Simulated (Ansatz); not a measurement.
# SiN2H5OF (SMILES N[Si](N)(O)F) at BHLYP/cc-pVDZ

What is the vertical singlet–triplet gap of SiN2H5OF at BHLYP/cc-pVDZ? 

The results are computed with Ansatz 0.2.0.

122 further runs of the same task are left out: 122 set aside as unsound or not needed. Runs told in other sessions of the task aren't counted.

### 1 The system as given

SiN2H5OF: 10 atoms, total charge 0, spin state singlet. SMILES: `N[Si](N)(O)F`. The shape is that of a PBE0-D4/def2-TZVP optimisation. This is one conformer, not always the lowest.

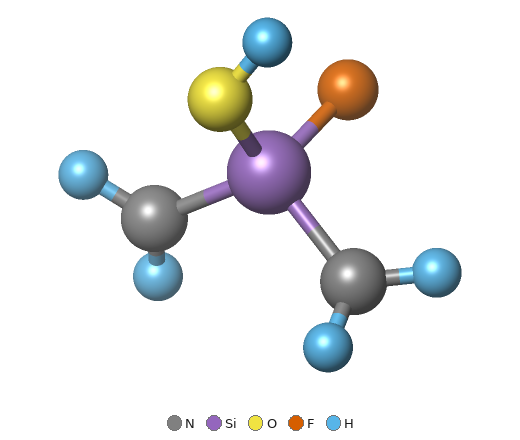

The structure, seen from a chosen angle (nitrogen grey, silicon purple, oxygen yellow, fluorine orange, hydrogen blue).

### 2 A single-point energy at BHLYP/cc-pVDZ

Contents of input.yaml:

```yaml
crystal:
  periodic: [false, false, false]
  atoms:
    - {symbol: "N", position_ang: [-0.415800, 1.495400, -0.024800]}
    - {symbol: Si, position_ang: [0.063400, -0.096400, -0.298300]}
    - {symbol: "N", position_ang: [-0.488700, -1.065100, 0.977800]}
    - {symbol: O, position_ang: [1.671000, 0.022600, -0.585100]}
    - {symbol: F, position_ang: [-0.553900, -0.827100, -1.586600]}
    - {symbol: H, position_ang: [-1.328300, 1.723100, 0.327300]}
    - {symbol: H, position_ang: [0.046600, 2.272000, -0.464100]}
    - {symbol: H, position_ang: [-0.741200, -2.027100, 0.831100]}
    - {symbol: H, position_ang: [-0.238900, -0.873700, 1.932500]}
    - {symbol: H, position_ang: [2.068800, -0.674900, -1.106900]}
basis:
  gaussian:
    orbitals: cc-pVDZ
hamiltonian:
  xc: {name: BHLYP}
accuracy: high
output: {orbitals: {seedname: orbitals}}
```

Run with:

```console
$ ansatz run input.yaml --threads 1 --pin off --max-ram 3480MiB --events-out events.jsonl --progress --plain --runs-dir runs
```

The program printed:

```text
Warning: RAYON_NUM_THREADS=1 ignored (pool sized by the plan → 1); use --threads N
Functional definition: BHLYP
  name "BHLYP"
  parameter a = 0.5
  exchange = (1 - a)*b88_x + a*exact_x
  correlation = lyp_c
2290 factors; integrals over basis functions are off by at most 3.9e-9 eV
mean field evaluation 1: about -15694.5392 eV, gradient 7.2e1 eV
mean field evaluation 2: about -15695.2207 eV, gradient 6.8e1 eV
mean field evaluation 4: about -15703.5563 eV, gradient 1.9e0 eV
mean field evaluation 8: about -15704.0520 eV, gradient 2.9e-1 eV
mean field evaluation 16: about -15704.0522 eV, gradient 2.3e-5 eV
mean field -15704.05224349 eV, -577.1132753592 hartree, gradient 4.0e-8 eV, S^2 0.000000; 0 other end points of the search recorded, 0 dependent functions left out
reference -15704.05227041 eV, -577.1132763486 hartree; 25, 25 occupied and 74, 74 virtual orbitals, 2290 factors
Total energy: -15704.05227041 eV, -577.1132763486 hartree
```

Run time: 12 s. Hardware: 1 thread of Arm Neoverse V2, shared host; peak memory 0.37 GiB.

### 3 The triplet

Contents of input.yaml:

```yaml
basis:
  gaussian: {orbitals: cc-pVDZ}
crystal:
  periodic: [false, false, false]
  atoms:
    - {symbol: N, position_ang: [-0.415800, 1.495400, -0.024800]}
    - {symbol: Si, position_ang: [0.063400, -0.096400, -0.298300]}
    - {symbol: N, position_ang: [-0.488700, -1.065100, 0.977800]}
    - {symbol: O, position_ang: [1.671000, 0.022600, -0.585100]}
    - {symbol: F, position_ang: [-0.553900, -0.827100, -1.586600]}
    - {symbol: H, position_ang: [-1.328300, 1.723100, 0.327300]}
    - {symbol: H, position_ang: [0.046600, 2.272000, -0.464100]}
    - {symbol: H, position_ang: [-0.741200, -2.027100, 0.831100]}
    - {symbol: H, position_ang: [-0.238900, -0.873700, 1.932500]}
    - {symbol: H, position_ang: [2.068800, -0.674900, -1.106900]}
magnetization: {spin_polarized: true, initial_magnetization: 2}
hamiltonian: {xc: {name: BHLYP}}
accuracy: high
output: {orbitals: {seedname: orbitals}}
```

Run with:

```console
$ ansatz run input.yaml --threads 1 --pin off --max-ram 3480MiB --events-out events.jsonl --progress --plain --runs-dir runs
```

The program printed:

```text
Warning: RAYON_NUM_THREADS=1 ignored (pool sized by the plan → 1); use --threads N
[... 5 set-up lines as earlier in the session ...]
2290 factors; integrals over basis functions are off by at most 3.9e-9 eV
mean field evaluation 1: about -15688.1437 eV, gradient 4.7e1 eV
mean field evaluation 2: about -15676.7049 eV, gradient 6.5e1 eV
mean field evaluation 4: about -15696.6376 eV, gradient 5.5e0 eV
mean field evaluation 8: about -15697.0765 eV, gradient 3.5e-1 eV
mean field evaluation 16: about -15697.0806 eV, gradient 1.8e-3 eV
mean field evaluation 32: about -15697.0806 eV, gradient 1.1e-7 eV
mean field -15697.08055401 eV, -576.8570704963 hartree, gradient 2.4e-8 eV, S^2 2.003792; 0 other end points of the search recorded, 0 dependent functions left out
reference -15697.08058322 eV, -576.8570715701 hartree; 26, 24 occupied and 73, 75 virtual orbitals, 2290 factors
Total energy: -15697.08058322 eV, -576.8570715701 hartree
```

Wall time 23 s (1 thread of Arm Neoverse V2, shared host); peak memory 0.52 GiB.

### 4 Summary of results

Level: BHLYP/cc-pVDZ.

| quantity | value |
| --- | --- |
| singlet: total energy | -577.11328 Eh |
| singlet: HOMO energy | -8.79 eV |
| singlet: LUMO energy | 2.24 eV |
| singlet: HOMO–LUMO gap | 11.03 eV |
| triplet: total energy | -576.85707 Eh |
| triplet: HOMO energy (highest over α and β) | -1.72 eV |
| triplet: ⟨S²⟩ | 2.004 |
| vertical energy of the triplet above the singlet | 6.972 eV |

In words: At this shape the triplet lies 6.97 eV (161 kcal/mol) above the singlet.
